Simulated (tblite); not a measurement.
# Run report: C5H5, geometry relaxation (part 1 of 2)

The run: geometry relaxation of C5H5, multiplicity 2. Method and program: GFN2-xTB geometry optimisation, gas phase (tblite 0.8.0).

It belongs to a series of runs on one base structure; here: H removed from sp2 C.

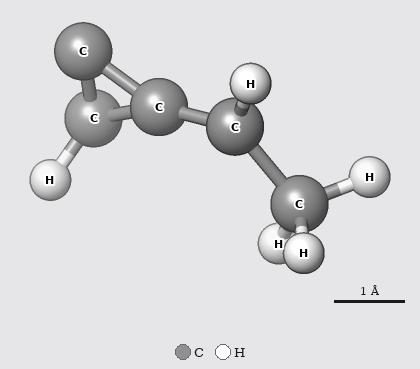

*The starting structure (ball-and-stick view, seen at a tilt).*

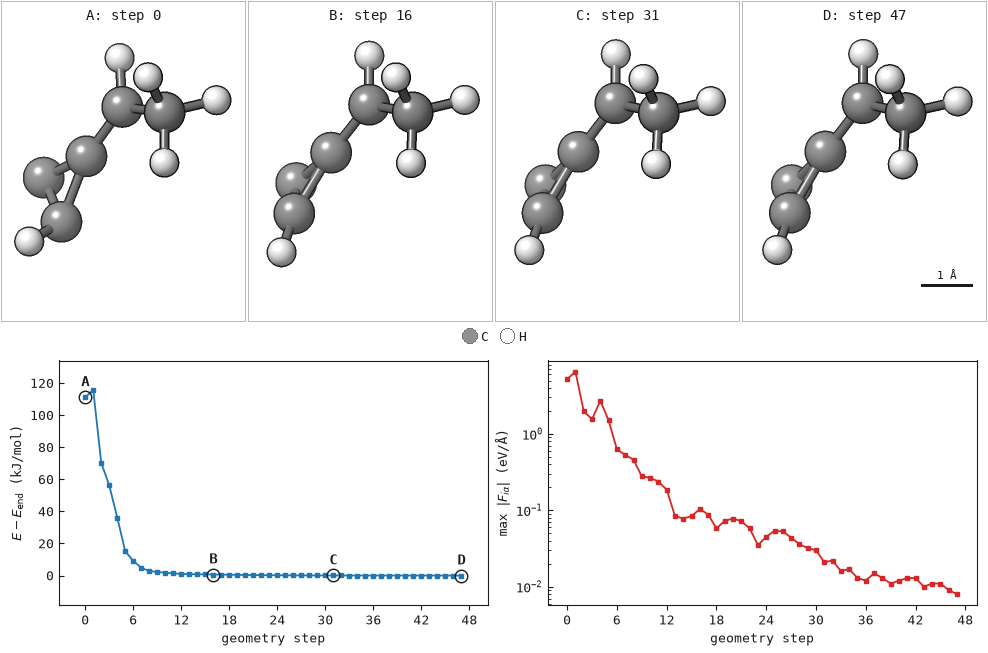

*Frames of the relaxation (ball-and-stick view, seen at a tilt) above the curves, on which the letters mark them (steps are counted from 0).*

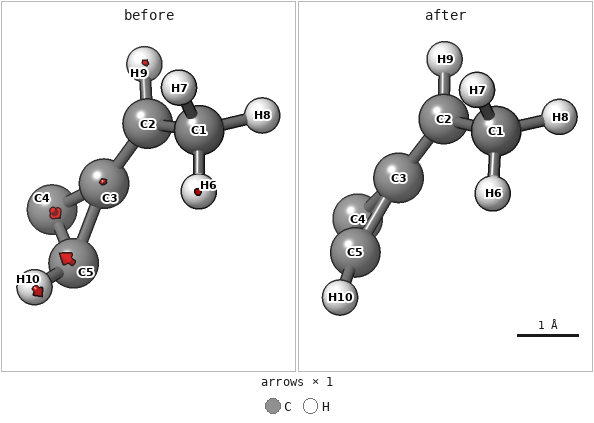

*Before (left) and after (right) the relaxation, at one scale (ball-and-stick view, seen at a tilt). The red arrows give the displacements, at true length.*

After 47 geometry steps the energy has fallen by 111.2 kJ/mol. Largest force component: 5.2 eV/Å at the start, 0.008 eV/Å at the end. The largest move after the best rigid fit is that of C5, 0.34 Å. Largest moves by element: C 0.34 Å, H 0.24 Å. Distances before and after: C3–C4 1.355 → 1.456 Å, C4–C5 1.301 → 1.356 Å, C3–C5 1.401 → 1.421 Å, C2–C3 1.318 → 1.336 Å. Among the angles that change: C4–C5–H10 125.1° → 155.3°, C3–C5–H10 121.1° → 141.4°, C2–C3–C4 147.9° → 154.2°. (Atoms are counted from 1 in the order of the input.)

The input and output of the run follow.

**Input file**
```
{"job": {"kind": "relax", "xc": "GFN2-xTB", "basis": "xTB"}, "charge": 0, "multiplicity": 2}
C     -1.378600     0.436200     0.168000
C     -0.359200    -0.629500     0.233200
C      0.883600    -0.496400    -0.183700
C      2.103000    -1.061200    -0.355100
C      1.975300     0.171100    -0.753600
H     -1.004200     1.356300    -0.287200
H     -1.746200     0.684000     1.170000
H     -2.232200     0.102000    -0.423600
H     -0.651500    -1.585100     0.680500
H      2.418900     1.027200    -0.270900
```

The first line tells a small driver script what to run in tblite; the rest is the geometry in Å.

Command:
```bash
OMP_NUM_THREADS=1 python <driver script> task.json out
```

**Log**
```
step      E/eV     max force
  0    -353.31206    5.627
  1    -353.26639    6.901
  2    -353.73673    2.528
  3    -353.88175    2.184
  4    -354.09038    3.031
  5    -354.30796    1.631
  6    -354.36972    0.742
  7    -354.41394    0.749
  8    -354.43560    0.482
  9    -354.44137    0.314
 10    -354.44613    0.302
 11    -354.45016    0.279
 12    -354.45389    0.194
 13    -354.45545    0.113
 14    -354.45612    0.078
 15    -354.45678    0.096
 16    -354.45771    0.113
 17    -354.45863    0.107
 18    -354.45939    0.068
 19    -354.46004    0.076
 20    -354.46076    0.093
 21    -354.46150    0.085
 22    -354.46202    0.064
 23    -354.46232    0.048
 24    -354.46258    0.049
 25    -354.46290    0.064
 26    -354.46325    0.062
 27    -354.46356    0.046
 28    -354.46377    0.038
 29    -354.46391    0.033
 30    -354.46401    0.031
 31    -354.46408    0.023
 32    -354.46414    0.026
 33    -354.46419    0.020
 34    -354.46423    0.020
 35    -354.46426    0.015
 36    -354.46429    0.015
 37    -354.46432    0.016
 38    -354.46435    0.015
 39    -354.46437    0.013
 40    -354.46439    0.014
 41    -354.46441    0.016
 42    -354.46444    0.017
 43    -354.46447    0.016
 44    -354.46449    0.014
 45    -354.46451    0.012
 46    -354.46452    0.010
 47    -354.46453    0.009
```

**Trajectory as extended XYZ (Å, eV, eV/Å), 48 frames, from step=0 to step=47**
```
10
Properties=species:S:1:pos:R:3:forces:R:3 step=0 energy=-353.31206
C    -1.3786    0.4362    0.1680   -0.5710   0.5890   0.1090
C    -0.3592   -0.6295    0.2332   -0.0080  -0.4290   0.2700
C     0.8836   -0.4964   -0.1837   -5.2250  -0.9830   1.2420
C     2.1030   -1.0612   -0.3551    3.1480  -4.6640  -0.0750
C     1.9753    0.1711   -0.7536    2.6210   4.8100   0.2370
H    -1.0042    1.3563   -0.2872    0.1080  -0.1830   0.0550
H    -1.7462    0.6840    1.1700   -0.0150  -0.0480  -0.0990
H    -2.2322    0.1020   -0.4236   -0.0690  -0.0140   0.0420
H    -0.6515   -1.5851    0.6805   -0.0450   0.3190  -0.2710
H     2.4189    1.0272   -0.2709    0.0560   0.6020  -1.5120
10
Properties=species:S:1:pos:R:3:forces:R:3 step=1 energy=-353.26639
C    -1.3867    0.4446    0.1696   -0.5500   0.1340  -0.0440
C    -0.3593   -0.6356    0.2371   -4.2190  -0.3310   1.5220
C     0.8090   -0.5104   -0.1659    6.5420  -0.4010  -2.1610
C     2.1480   -1.1278   -0.3562   -1.7090   3.9660  -1.4720
C     2.0127    0.2398   -0.7502   -0.8640  -5.9250   1.8830
H    -1.0026    1.3537   -0.2864    0.1330  -0.0710   0.0040
H    -1.7465    0.6833    1.1685   -0.0410   0.0020   0.0540
H    -2.2332    0.1018   -0.4230   -0.1230   0.0280   0.0080
H    -0.6521   -1.5806    0.6766   -0.2840  -0.0220   0.0810
H     2.4197    1.0358   -0.2925    1.1150   2.6210   0.1250
10
Properties=species:S:1:pos:R:3:forces:R:3 step=2 energy=-353.73673
C    -1.3921    0.4469    0.1695   -0.4540   0.1160  -0.0670
C    -0.3907   -0.6390    0.2490    0.6310   0.3260  -0.2090
C     0.8459   -0.5156   -0.1792    0.3340  -0.6200  -0.2910
C     2.1423   -1.1088   -0.3673   -0.3350   0.7870  -0.9860
C     2.0121    0.2065   -0.7357    0.0720  -1.5720   1.9780
H    -1.0014    1.3528   -0.2862    0.1370  -0.0650  -0.0040
H    -1.7468    0.6832    1.1687   -0.1400   0.0680   0.1080
H    -2.2343    0.1020   -0.4229   -0.2730   0.0660  -0.0330
H    -0.6543   -1.5800    0.6766   -0.3970  -0.3460   0.2840
H     2.4281    1.0567   -0.2950    0.4260   1.2410  -0.7790
10
Properties=species:S:1:pos:R:3:forces:R:3 step=3 energy=-353.88175
C    -1.4010    0.4498    0.1684   -0.1000  -0.0010  -0.0320
C    -0.3823   -0.6342    0.2466    0.2630  -0.0770   0.0180
C     0.8487   -0.5278   -0.1839   -0.9470  -0.6870   0.1160
C     2.1396   -1.0989   -0.3853    0.3430  -1.1020  -0.6750
C     2.0163    0.1821   -0.7002    0.9770   1.1750   1.5610
H    -0.9988    1.3514   -0.2862    0.0600  -0.0400  -0.0040
H    -1.7493    0.6843    1.1705   -0.1280   0.0620   0.0750
H    -2.2391    0.1032   -0.4234   -0.2990   0.0510  -0.0700
H    -0.6614   -1.5856    0.6812   -0.2320   0.0960   0.0880
H     2.4362    1.0804   -0.3103    0.0620   0.5220  -1.0760
10
Properties=species:S:1:pos:R:3:forces:R:3 step=4 energy=-354.09038
C    -1.4153    0.4543    0.1668    0.3170  -0.1810   0.0710
C    -0.3854   -0.6332    0.2514    0.2120  -0.2110  -0.0250
C     0.8471   -0.5583   -0.1922   -1.0830  -0.1860   0.2330
C     2.1437   -1.1064   -0.4237    0.6540  -2.4660  -0.4130
C     2.0432    0.1693   -0.6233    0.7030   2.7220   1.1330
H    -0.9942    1.3485   -0.2862   -0.0340  -0.0210  -0.0070
H    -1.7546    0.6866    1.1739   -0.1370   0.0650  -0.0040
H    -2.2510    0.1055   -0.4253   -0.2750   0.0620  -0.0690
H    -0.6746   -1.5884    0.6874   -0.2030   0.2460  -0.0090
H     2.4501    1.1269   -0.3513   -0.1550  -0.0280  -0.9110
10
Properties=species:S:1:pos:R:3:forces:R:3 step=5 energy=-354.30796
C    -1.4363    0.4590    0.1659    0.7680  -0.4070   0.0820
C    -0.3973   -0.6344    0.2619    0.4620  -0.3990  -0.2870
C     0.8515   -0.6136   -0.2120    0.0570   0.9020   0.4460
C     2.1578   -1.1561   -0.5077    0.0810  -0.1640  -0.2450
C     2.0932    0.1734   -0.4534   -0.2640   1.0350   0.3700
H    -0.9862    1.3423   -0.2862   -0.1890  -0.0320   0.0090
H    -1.7677    0.6923    1.1795   -0.1240   0.0400  -0.1520
H    -2.2783    0.1113   -0.4297   -0.0500   0.1260   0.0590
H    -0.7054   -1.5916    0.6996   -0.1280   0.4020  -0.1190
H     2.4776    1.2220   -0.4404   -0.6130  -1.5020  -0.1640
10
Properties=species:S:1:pos:R:3:forces:R:3 step=6 energy=-354.36972
C    -1.4239    0.4533    0.1669    0.3790  -0.2930  -0.0010
C    -0.3908   -0.6386    0.2571    0.2050  -0.1750  -0.1630
C     0.8547   -0.5940   -0.2046    0.0850   0.6260   0.3080
C     2.1546   -1.1475   -0.4967    0.1730  -0.3500  -0.3500
C     2.0808    0.1819   -0.4772   -0.3230   0.3720   0.5550
H    -0.9897    1.3430   -0.2861   -0.1070  -0.0370   0.0030
H    -1.7669    0.6919    1.1770   -0.0600  -0.0020  -0.1500
H    -2.2744    0.1118   -0.4284    0.0440   0.1230   0.1060
H    -0.7017   -1.5866    0.6964   -0.1190   0.2330  -0.0490
H     2.4662    1.1894   -0.4269   -0.2780  -0.4960  -0.2600
10
Properties=species:S:1:pos:R:3:forces:R:3 step=7 energy=-354.41394
C    -1.4126    0.4446    0.1671    0.0250  -0.0840  -0.0620
C    -0.3846   -0.6447    0.2525   -0.1270   0.0430  -0.0480
C     0.8623   -0.5786   -0.1978    0.4430   0.3760   0.2250
C     2.1564   -1.1515   -0.5119    0.0130   0.0320  -0.2720
C     2.0742    0.1891   -0.4511   -0.4200  -0.5330   0.3180
H    -0.9926    1.3417   -0.2860   -0.0410  -0.0630   0.0010
H    -1.7698    0.6925    1.1734    0.0370  -0.0730  -0.1730
H    -2.2756    0.1156   -0.4261    0.1690   0.0860   0.1450
H    -0.7072   -1.5796    0.6957   -0.0710   0.0340   0.0010
H     2.4584    1.1755   -0.4384   -0.0280   0.1830  -0.1350
10
Properties=species:S:1:pos:R:3:forces:R:3 step=8 energy=-354.43560
C    -1.4058    0.4381    0.1661   -0.1210   0.0900  -0.0770
C    -0.3819   -0.6481    0.2487   -0.2460   0.1190   0.0240
C     0.8721   -0.5661   -0.1890    0.4150   0.0510   0.2400
C     2.1594   -1.1584   -0.5318   -0.1490   0.2240  -0.1370
C     2.0675    0.1885   -0.4176   -0.1270  -0.4590  -0.0060
H    -0.9948    1.3392   -0.2859    0.0140  -0.0480  -0.0160
H    -1.7720    0.6919    1.1683    0.0850  -0.1070  -0.1280
H    -2.2754    0.1199   -0.4223    0.1660   0.0150   0.1000
H    -0.7140   -1.5745    0.6960   -0.0160  -0.0710   0.0070
H     2.4538    1.1741   -0.4550   -0.0210   0.1860  -0.0060
10
Properties=species:S:1:pos:R:3:forces:R:3 step=9 energy=-354.44137
C    -1.4054    0.4378    0.1648   -0.0570   0.1010  -0.0540
C    -0.3834   -0.6473    0.2476   -0.1190   0.0630   0.0310
C     0.8774   -0.5622   -0.1817    0.1320  -0.0630   0.2780
C     2.1589   -1.1598   -0.5385   -0.1340   0.1240  -0.1140
C     2.0652    0.1863   -0.4097    0.0530  -0.1620  -0.0890
H    -0.9952    1.3378   -0.2862    0.0370  -0.0010  -0.0400
H    -1.7712    0.6901    1.1649    0.0650  -0.0830  -0.0530
H    -2.2729    0.1212   -0.4199    0.0680  -0.0260   0.0210
H    -0.7159   -1.5740    0.6961    0.0010  -0.0480  -0.0100
H     2.4514    1.1747   -0.4599   -0.0460   0.0960   0.0300
10
Properties=species:S:1:pos:R:3:forces:R:3 step=10 energy=-354.44613
C    -1.4060    0.4397    0.1628    0.0390   0.0480  -0.0230
C    -0.3860   -0.6456    0.2473    0.0460  -0.0230   0.0370
C     0.8815   -0.5609   -0.1704   -0.1070  -0.0920   0.2670
C     2.1564   -1.1598   -0.5445   -0.0860  -0.0270  -0.1090
C     2.0652    0.1839   -0.4080    0.1400   0.1230  -0.0970
H    -0.9946    1.3371   -0.2873    0.0530   0.0580  -0.0640
H    -1.7693    0.6872    1.1618    0.0270  -0.0340   0.0320
H    -2.2699    0.1214   -0.4181   -0.0390  -0.0530  -0.0600
H    -0.7169   -1.5746    0.6957   -0.0050  -0.0030  -0.0270
H     2.4485    1.1763   -0.4619   -0.0670   0.0030   0.0420
10
Properties=species:S:1:pos:R:3:forces:R:3 step=11 energy=-354.45016
C    -1.4056    0.4420    0.1606    0.0850  -0.0100  -0.0020
C    -0.3880   -0.6445    0.2480    0.1440  -0.0760   0.0520
C     0.8848   -0.5607   -0.1555   -0.1790  -0.0690   0.1900
C     2.1522   -1.1596   -0.5521   -0.0500  -0.0980  -0.0920
C     2.0666    0.1823   -0.4082    0.1250   0.2380  -0.0730
H    -0.9932    1.3376   -0.2895    0.0550   0.0820  -0.0700
H    -1.7671    0.6839    1.1595   -0.0020   0.0160   0.0820
H    -2.2678    0.1206   -0.4175   -0.0860  -0.0550  -0.1030
H    -0.7179   -1.5751    0.6949   -0.0260   0.0170  -0.0290
H     2.4449    1.1782   -0.4625   -0.0660  -0.0460   0.0430
10
Properties=species:S:1:pos:R:3:forces:R:3 step=12 energy=-354.45389
C    -1.4039    0.4441    0.1580    0.0770  -0.0480   0.0140
C    -0.3884   -0.6447    0.2499    0.1500  -0.0780   0.0750
C     0.8882   -0.5607   -0.1362   -0.1110  -0.0240   0.0530
C     2.1460   -1.1595   -0.5627   -0.0260  -0.0780  -0.0570
C     2.0688    0.1819   -0.4093    0.0410   0.1860  -0.0350
H    -0.9906    1.3395   -0.2932    0.0390   0.0550  -0.0490
H    -1.7646    0.6807    1.1582   -0.0130   0.0580   0.0800
H    -2.2665    0.1189   -0.4185   -0.0630  -0.0350  -0.1020
H    -0.7198   -1.5755    0.6935   -0.0550   0.0060  -0.0160
H     2.4398    1.1800   -0.4623   -0.0390  -0.0410   0.0360
10
Properties=species:S:1:pos:R:3:forces:R:3 step=13 energy=-354.45545
C    -1.4021    0.4443    0.1569    0.0370  -0.0400   0.0160
C    -0.3869   -0.6458    0.2523    0.0650  -0.0390   0.0840
C     0.8899   -0.5608   -0.1263   -0.0080   0.0040  -0.0300
C     2.1420   -1.1594   -0.5688   -0.0090  -0.0150  -0.0360
C     2.0696    0.1827   -0.4104   -0.0260   0.0560  -0.0120
H    -0.9888    1.3411   -0.2958    0.0190   0.0010  -0.0190
H    -1.7634    0.6800    1.1587   -0.0030   0.0630   0.0320
H    -2.2664    0.1176   -0.4204    0.0010  -0.0130  -0.0630
H    -0.7218   -1.5759    0.6927   -0.0630  -0.0180  -0.0010
H     2.4368    1.1807   -0.4614   -0.0130   0.0010   0.0280
10
Properties=species:S:1:pos:R:3:forces:R:3 step=14 energy=-354.45612
C    -1.4009    0.4437    0.1568    0.0070  -0.0190   0.0140
C    -0.3854   -0.6468    0.2548   -0.0060  -0.0060   0.0780
C     0.8905   -0.5608   -0.1236    0.0390   0.0110  -0.0510
C     2.1404   -1.1592   -0.5715    0.0040   0.0280  -0.0310
C     2.0694    0.1836   -0.4112   -0.0510  -0.0260  -0.0040
H    -0.9878    1.3416   -0.2970    0.0090  -0.0370   0.0010
H    -1.7630    0.6810    1.1594    0.0060   0.0530  -0.0110
H    -2.2663    0.1169   -0.4223    0.0490  -0.0020  -0.0270
H    -0.7236   -1.5764    0.6924   -0.0560  -0.0300   0.0070
H     2.4356    1.1811   -0.4604   -0.0020   0.0270   0.0240
10
Properties=species:S:1:pos:R:3:forces:R:3 step=15 energy=-354.45678
C    -1.3997    0.4429    0.1571   -0.0130   0.0040   0.0110
C    -0.3838   -0.6478    0.2586   -0.0570   0.0190   0.0590
C     0.8909   -0.5609   -0.1225    0.0540   0.0070  -0.0510
C     2.1393   -1.1589   -0.5742    0.0120   0.0600  -0.0310
C     2.0685    0.1846   -0.4122   -0.0590  -0.0760   0.0000
H    -0.9867    1.3413   -0.2980    0.0070  -0.0630   0.0140
H    -1.7626    0.6830    1.1599    0.0100   0.0390  -0.0460
H    -2.2653    0.1162   -0.4246    0.0840   0.0040   0.0080
H    -0.7263   -1.5775    0.6923   -0.0400  -0.0330   0.0130
H     2.4345    1.1819   -0.4590    0.0020   0.0380   0.0210
10
Properties=species:S:1:pos:R:3:forces:R:3 step=16 energy=-354.45771
C    -1.3979    0.4417    0.1578   -0.0230   0.0270   0.0090
C    -0.3820   -0.6491    0.2652   -0.0890   0.0340   0.0200
C     0.8914   -0.5612   -0.1212    0.0410  -0.0090  -0.0360
C     2.1382   -1.1580   -0.5790    0.0130   0.0830  -0.0300
C     2.0665    0.1859   -0.4138   -0.0540  -0.0970   0.0070
H    -0.9849    1.3397   -0.2992    0.0150  -0.0750   0.0220
H    -1.7619    0.6868    1.1599    0.0040   0.0230  -0.0720
H    -2.2622    0.1151   -0.4279    0.1040   0.0030   0.0440
H    -0.7311   -1.5797    0.6924   -0.0090  -0.0230   0.0190
H     2.4328    1.1834   -0.4566   -0.0010   0.0350   0.0170
10
Properties=species:S:1:pos:R:3:forces:R:3 step=17 energy=-354.45863
C    -1.3960    0.4408    0.1587   -0.0130   0.0340   0.0070
C    -0.3810   -0.6502    0.2728   -0.0780   0.0270  -0.0240
C     0.8916   -0.5617   -0.1198    0.0060  -0.0330  -0.0160
C     2.1373   -1.1564   -0.5851    0.0010   0.0810  -0.0260
C     2.0637    0.1871   -0.4155   -0.0380  -0.0710   0.0150
H    -0.9823    1.3368   -0.3005    0.0350  -0.0590   0.0160
H    -1.7611    0.6915    1.1587   -0.0140   0.0130  -0.0680
H    -2.2571    0.1138   -0.4309    0.0880  -0.0070   0.0600
H    -0.7366   -1.5824    0.6927    0.0240  -0.0020   0.0210
H     2.4304    1.1853   -0.4537   -0.0110   0.0160   0.0140
10
Properties=species:S:1:pos:R:3:forces:R:3 step=18 energy=-354.45939
C    -1.3944    0.4405    0.1596    0.0100   0.0260   0.0050
C    -0.3810   -0.6509    0.2787   -0.0350   0.0030  -0.0530
C     0.8913   -0.5628   -0.1183   -0.0270  -0.0480  -0.0020
C     2.1365   -1.1544   -0.5910   -0.0160   0.0560  -0.0210
C     2.0609    0.1880   -0.4163   -0.0210  -0.0170   0.0210
H    -0.9794    1.3335   -0.3014    0.0580  -0.0220   0.0010
H    -1.7608    0.6958    1.1566   -0.0340   0.0130  -0.0370
H    -2.2515    0.1126   -0.4325    0.0430  -0.0200   0.0490
H    -0.7408   -1.5845    0.6933    0.0440   0.0160   0.0220
H     2.4280    1.1869   -0.4513   -0.0230  -0.0060   0.0140
10
Properties=species:S:1:pos:R:3:forces:R:3 step=19 energy=-354.46004
C    -1.3927    0.4407    0.1604    0.0310   0.0120   0.0030
C    -0.3816   -0.6516    0.2823    0.0110  -0.0240  -0.0610
C     0.8905   -0.5645   -0.1171   -0.0430  -0.0480   0.0020
C     2.1356   -1.1522   -0.5964   -0.0270   0.0210  -0.0160
C     2.0583    0.1887   -0.4161   -0.0090   0.0310   0.0210
H    -0.9759    1.3305   -0.3022    0.0730   0.0150  -0.0140
H    -1.7612    0.6994    1.1543   -0.0450   0.0180   0.0020
H    -2.2463    0.1112   -0.4329   -0.0070  -0.0280   0.0230
H    -0.7434   -1.5858    0.6943    0.0490   0.0240   0.0230
H     2.4255    1.1882   -0.4493   -0.0330  -0.0200   0.0160
10
Properties=species:S:1:pos:R:3:forces:R:3 step=20 energy=-354.46076
C    -1.3904    0.4412    0.1613    0.0390  -0.0020  -0.0030
C    -0.3824   -0.6526    0.2849    0.0460  -0.0440  -0.0500
C     0.8894   -0.5673   -0.1158   -0.0390  -0.0310  -0.0020
C     2.1341   -1.1492   -0.6027   -0.0290  -0.0170  -0.0100
C     2.0551    0.1897   -0.4150   -0.0040   0.0600   0.0150
H    -0.9706    1.3274   -0.3032    0.0780   0.0440  -0.0250
H    -1.7627    0.7037    1.1517   -0.0430   0.0210   0.0350
H    -2.2408    0.1092   -0.4326   -0.0520  -0.0280  -0.0060
H    -0.7452   -1.5867    0.6959    0.0430   0.0190   0.0250
H     2.4223    1.1894   -0.4470   -0.0400  -0.0230   0.0210
10
Properties=species:S:1:pos:R:3:forces:R:3 step=21 energy=-354.46150
C    -1.3873    0.4418    0.1623    0.0290  -0.0090  -0.0100
C    -0.3830   -0.6545    0.2871    0.0500  -0.0450  -0.0240
C     0.8880   -0.5710   -0.1148   -0.0150  -0.0030  -0.0110
C     2.1319   -1.1459   -0.6101   -0.0170  -0.0450  -0.0050
C     2.0513    0.1911   -0.4134   -0.0040   0.0550   0.0040
H    -0.9631    1.3246   -0.3048    0.0650   0.0490  -0.0230
H    -1.7650    0.7089    1.1492   -0.0240   0.0160   0.0430
H    -2.2353    0.1065   -0.4323   -0.0720  -0.0120  -0.0260
H    -0.7464   -1.5875    0.6983    0.0300   0.0040   0.0280
H     2.4179    1.1907   -0.4440   -0.0420  -0.0100   0.0250
```
